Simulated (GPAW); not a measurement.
## Geometry relaxation, with input and output: HBr (part 2 of 2)

Continued. System: HBr. Method: vdW-DF2/plane waves, scalar-relativistic datasets (GPAW 26.7.0). The geometry comes from this level: UFF from SMILES.

Geometry of the input (Å):
```
Br 0.7645  0.0000  0.0000
H  -0.7645  0.0000  0.0000
```

### The program's output, continued
```
Force computation time: 0.196  # s
        .--------------------------.
       /|                          |
      / |                          |
     /  |                          |
    /   |                          |
   /    |                          |
  /     |                          |
 *      |                          |
 |      |                          |
 |      |                          |
 |      |                          |
 |      |       H   Br             |
 |      |                          |
 |      |                          |
 |      .--------------------------.
 |     /                          /
 |    /                          /
 |   /                          /
 |  /                          /
 | /                          /
 |/                          /
 *--------------------------*

Atoms  # Å, Bohr magnetons
|   | symbol |        x |        y |        z |    initial magnetic moments |
|---|--------|----------|----------|----------|-----------------------------|
| 0 |     Br | 6.167482 | 5.500000 | 5.500000 | ( 0.0000,  0.0000,  0.0000) |
| 1 |      H | 4.832496 | 5.500000 | 5.500000 | ( 0.0000,  0.0000,  0.0000) |

Unit cell  # Å
| periodic |         x |         y |         z |   lengths |    angles |
|----------|-----------|-----------|-----------|-----------|-----------|
|       no | 11.000000 |  0.000000 |  0.000000 | 11.000000 | 90.000000 |
|       no |  0.000000 | 11.000000 |  0.000000 | 11.000000 | 90.000000 |
|       no |  0.000000 |  0.000000 | 11.000000 | 11.000000 | 90.000000 |

Initialization done in: 1.958 s

convergence criteria:
- Maximum [total energy] change in last 3 cyles: 0.0005 eV / valence electron
- Maximum integral of absolute [dens]ity change: 0.0001 electrons / valence electron
- Maximum integral of absolute [eigenst]ate change: 4e-08 eV^2 / valence electron
maximum number of iterations: 150

SCF iterations
|iter     |     time |      energy | eigst |  dens |
|---------|----------|-------------|-------|-------|
|iter:   1| 00:00:41 |  -80.480931 | +0.18 |       |
|iter:   2| 00:00:43 |  -80.165115 | -1.57 | -0.79 |
|iter:   3| 00:00:45 |  -78.726319 | -1.01 | -0.83 |
|iter:   4| 00:00:47 |  -78.562605 | -1.68 | -1.43 |
|iter:   5| 00:00:49 |  -78.547908 | -3.17 | -1.61 |
|iter:   6| 00:00:51 |  -78.547257 | -4.04 | -2.26 |
|iter:   7| 00:00:53 |  -78.547215c| -5.12 | -2.73 |
|iter:   8| 00:00:55 |  -78.547206c| -6.19 | -3.33 |
|iter:   9| 00:00:57 |  -78.547204c| -7.02 | -3.91 |
|iter:  10| 00:00:59 |  -78.547203c| -7.45c| -4.55c|

Converged in 10 steps
SCF loop duration: 18.805 s (1.880 s/step)
Energy contributions relative to reference atoms: (reference = -70914.737891)

Energy contributions:
  Kinetic:          17.105653
  Coulomb:         -16.931903
  Zero:             -0.119040
  External:          0.000000
  Xc:              -78.601913
  Entropy:           0.000000
  Spinorbit:         0.000000
  ----------------------------
  Free energy:     -78.547203
  Extrapolated:    -78.547203

dipole moment: (-0.140183, -0.000005, -0.000005)  # |e|*Ang

Fermi level: -4.598
Eigenvalues  # (at kpt = [0.000, 0.000, 0.000])
| band index |      eig [eV] | occ [0-2] |
|------------|---------------|-----------|
|          0 |       -20.899 |     2.000 |
|          1 |       -11.479 |     2.000 |
|          2 |        -7.505 |     2.000 |
|          3 |        -7.505 |     2.000 |
|          4 |        -1.691 |     0.000 |

Gap: 5.814 eV
Transition (v -> c):
  (s=0, k=0, n=3, [0.00, 0.00, 0.00]) -> (s=0, k=0, n=4, [0.00, 0.00, 0.00])
No difference between direct/indirect transitions
vacuum-level: 0.194  # V

Forces  # eV/Ang
|        x |        y |       z |
|----------|----------|---------|
|  3.31932 |  0.00000 | 0.00000 |  # Br   0
| -3.31936 | -0.00000 | 0.00000 |  # H    1

Force computation time: 0.182  # s
        .--------------------------.
       /|                          |
      / |                          |
     /  |                          |
    /   |                          |
   /    |                          |
  /     |                          |
 *      |                          |
 |      |                          |
 |      |                          |
 |      |                          |
 |      |       H   Br             |
 |      |                          |
 |      |                          |
 |      .--------------------------.
 |     /                          /
 |    /                          /
 |   /                          /
 |  /                          /
 | /                          /
 |/                          /
 *--------------------------*

Atoms  # Å, Bohr magnetons
|   | symbol |        x |        y |        z |    initial magnetic moments |
|---|--------|----------|----------|----------|-----------------------------|
| 0 |     Br | 6.224266 | 5.500000 | 5.500000 | ( 0.0000,  0.0000,  0.0000) |
| 1 |      H | 4.775690 | 5.500000 | 5.500000 | ( 0.0000,  0.0000,  0.0000) |

Unit cell  # Å
| periodic |         x |         y |         z |   lengths |    angles |
|----------|-----------|-----------|-----------|-----------|-----------|
|       no | 11.000000 |  0.000000 |  0.000000 | 11.000000 | 90.000000 |
|       no |  0.000000 | 11.000000 |  0.000000 | 11.000000 | 90.000000 |
|       no |  0.000000 |  0.000000 | 11.000000 | 11.000000 | 90.000000 |

Initialization done in: 1.948 s

convergence criteria:
- Maximum [total energy] change in last 3 cyles: 0.0005 eV / valence electron
- Maximum integral of absolute [dens]ity change: 0.0001 electrons / valence electron
- Maximum integral of absolute [eigenst]ate change: 4e-08 eV^2 / valence electron
maximum number of iterations: 150

SCF iterations
|iter     |     time |      energy | eigst |  dens |
|---------|----------|-------------|-------|-------|
|iter:   1| 00:01:02 |  -78.842090 | -1.26 |       |
|iter:   2| 00:01:04 |  -78.819639 | -3.04 | -1.36 |
|iter:   3| 00:01:06 |  -78.724675 | -2.17 | -1.41 |
|iter:   4| 00:01:08 |  -78.712402 | -2.82 | -2.03 |
|iter:   5| 00:01:10 |  -78.711294 | -4.26 | -2.20 |
|iter:   6| 00:01:12 |  -78.711261c| -5.34 | -2.94 |
|iter:   7| 00:01:14 |  -78.711249c| -6.46 | -3.29 |
|iter:   8| 00:01:16 |  -78.711246c| -7.62c| -3.90 |
|iter:   9| 00:01:18 |  -78.711245c| -7.45c| -4.41c|

Converged in 9 steps
SCF loop duration: 16.801 s (1.867 s/step)
Energy contributions relative to reference atoms: (reference = -70914.737891)

Energy contributions:
  Kinetic:          10.682186
  Coulomb:         -11.693991
  Zero:             -0.111345
  External:          0.000000
  Xc:              -77.588095
  Entropy:           0.000000
  Spinorbit:         0.000000
  ----------------------------
  Free energy:     -78.711245
  Extrapolated:    -78.711245

dipole moment: (-0.147234, 0.000011, 0.000011)  # |e|*Ang

Fermi level: -4.747
Eigenvalues  # (at kpt = [0.000, 0.000, 0.000])
| band index |      eig [eV] | occ [0-2] |
|------------|---------------|-----------|
|          0 |       -20.545 |     2.000 |
|          1 |       -11.174 |     2.000 |
|          2 |        -7.462 |     2.000 |
|          3 |        -7.462 |     2.000 |
|          4 |        -2.031 |     0.000 |

Gap: 5.432 eV
Transition (v -> c):
  (s=0, k=0, n=3, [0.00, 0.00, 0.00]) -> (s=0, k=0, n=4, [0.00, 0.00, 0.00])
No difference between direct/indirect transitions
vacuum-level: 0.194  # V

Forces  # eV/Ang
|        x |        y |       z |
|----------|----------|---------|
| -0.10541 |  0.00000 | 0.00000 |  # Br   0
|  0.10526 | -0.00000 | 0.00000 |  # H    1

Force computation time: 0.184  # s
GPMin:    1 00:01:19      -78.711245        0.105406
        .--------------------------.
       /|                          |
      / |                          |
     /  |                          |
    /   |                          |
   /    |                          |
  /     |                          |
 *      |                          |
 |      |                          |
 |      |                          |
 |      |                          |
 |      |       H   Br             |
 |      |                          |
 |      |                          |
 |      .--------------------------.
 |     /                          /
 |    /                          /
 |   /                          /
 |  /                          /
 | /                          /
 |/                          /
 *--------------------------*

Atoms  # Å, Bohr magnetons
|   | symbol |        x |        y |        z |    initial magnetic moments |
|---|--------|----------|----------|----------|-----------------------------|
| 0 |     Br | 6.222077 | 5.500000 | 5.500000 | ( 0.0000,  0.0000,  0.0000) |
| 1 |      H | 4.777875 | 5.500000 | 5.500000 | ( 0.0000,  0.0000,  0.0000) |

Unit cell  # Å
| periodic |         x |         y |         z |   lengths |    angles |
|----------|-----------|-----------|-----------|-----------|-----------|
|       no | 11.000000 |  0.000000 |  0.000000 | 11.000000 | 90.000000 |
|       no |  0.000000 | 11.000000 |  0.000000 | 11.000000 | 90.000000 |
|       no |  0.000000 |  0.000000 | 11.000000 | 11.000000 | 90.000000 |

Initialization done in: 1.946 s

convergence criteria:
- Maximum [total energy] change in last 3 cyles: 0.0005 eV / valence electron
- Maximum integral of absolute [dens]ity change: 0.0001 electrons / valence electron
- Maximum integral of absolute [eigenst]ate change: 4e-08 eV^2 / valence electron
maximum number of iterations: 150

SCF iterations
```

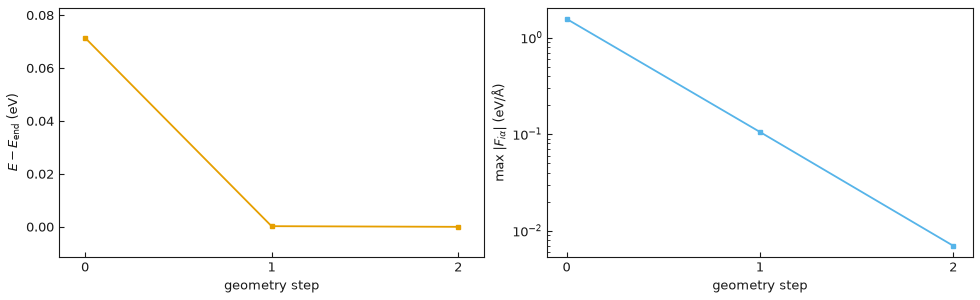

Fig. 1: Progress of the relaxation, step by step (steps are counted from 0).

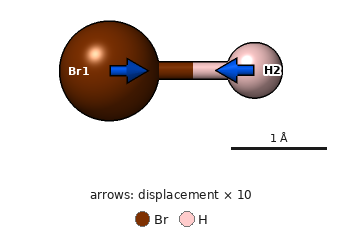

Fig. 2: The starting structure with the displacements as blue arrows, magnified 10 times (ball-and-stick view, seen at a tilt). The two geometries are laid on each other by the best rigid fit. The energy falls by 0.071 eV in 2 geometry steps. Largest force component: 1.6 eV/Å at the start, 0.007 eV/Å at the end. The largest moves after the best rigid fit, 0.042 Å, are those of Br1 and H2. Largest moves by element: Br 0.042 Å, H 0.042 Å. Distances before and after: Br1–H2 1.529 → 1.444 Å. (Atoms are counted from 1 in the order of the input.)

```
|iter     |     time |      energy | eigst |  dens |
|---------|----------|-------------|-------|-------|
|iter:   1| 00:01:21 |  -78.711660c| -4.31 |       |
|iter:   2| 00:01:23 |  -78.711630c| -6.09 | -2.79 |
|iter:   3| 00:01:25 |  -78.711508c| -5.03 | -2.85 |
|iter:   4| 00:01:27 |  -78.711490c| -5.64 | -3.45 |
|iter:   5| 00:01:29 |  -78.711491c| -7.11 | -3.64 |
|iter:   6| 00:01:31 |  -78.711491c| -7.73c| -4.41c|

Converged in 6 steps
SCF loop duration: 10.481 s (1.747 s/step)
Energy contributions relative to reference atoms: (reference = -70914.737891)

Energy contributions:
  Kinetic:          10.886580
  Coulomb:         -11.863508
  Zero:             -0.111592
  External:          0.000000
  Xc:              -77.622972
  Entropy:           0.000000
  Spinorbit:         0.000000
  ----------------------------
  Free energy:     -78.711491
  Extrapolated:    -78.711491

dipole moment: (-0.147156, -0.000169, -0.000169)  # |e|*Ang

Fermi level: -4.738
Eigenvalues  # (at kpt = [0.000, 0.000, 0.000])
| band index |      eig [eV] | occ [0-2] |
|------------|---------------|-----------|
|          0 |       -20.556 |     2.000 |
|          1 |       -11.187 |     2.000 |
|          2 |        -7.464 |     2.000 |
|          3 |        -7.464 |     2.000 |
|          4 |        -2.011 |     0.000 |

Gap: 5.453 eV
Transition (v -> c):
  (s=0, k=0, n=3, [0.00, 0.00, 0.00]) -> (s=0, k=0, n=4, [0.00, 0.00, 0.00])
No difference between direct/indirect transitions
vacuum-level: 0.194  # V

Forces  # eV/Ang
|        x |       y |       z |
|----------|---------|---------|
| -0.00698 | 0.00000 | 0.00000 |  # Br   0
|  0.00664 | 0.00000 | 0.00000 |  # H    1

Force computation time: 0.178  # s
GPMin:    2 00:01:31      -78.711491        0.006981
Converged: True
Final energy = -78.71149 eV
```

### Trajectory as extended XYZ (Å, eV, eV/Å), 3 frames, from step=0 to step=2
```
2
Properties=species:S:1:pos:R:3:forces:R:3 step=0 energy=-78.64002
Br    6.2645    5.5000    5.5000   -1.5625   0.0000   0.0000
H     4.7355    5.5000    5.5000    1.5624   0.0000   0.0000
2
Properties=species:S:1:pos:R:3:forces:R:3 step=1 energy=-78.71125
Br    6.2243    5.5000    5.5000   -0.1054   0.0000   0.0000
H     4.7757    5.5000    5.5000    0.1053   0.0000   0.0000
2
Properties=species:S:1:pos:R:3:forces:R:3 step=2 energy=-78.71149
Br    6.2221    5.5000    5.5000   -0.0070   0.0000   0.0000
H     4.7779    5.5000    5.5000    0.0066   0.0000   0.0000
```

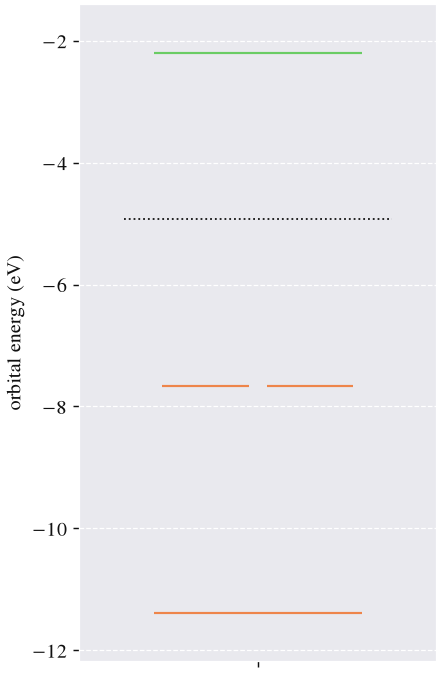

Fig. 3: Orbital energies near the frontier; the dotted line parts filled from empty levels, and levels within 0.02 eV of each other stand side by side. Highest filled −7.66 eV, lowest empty −2.21 eV, 5.45 eV apart.
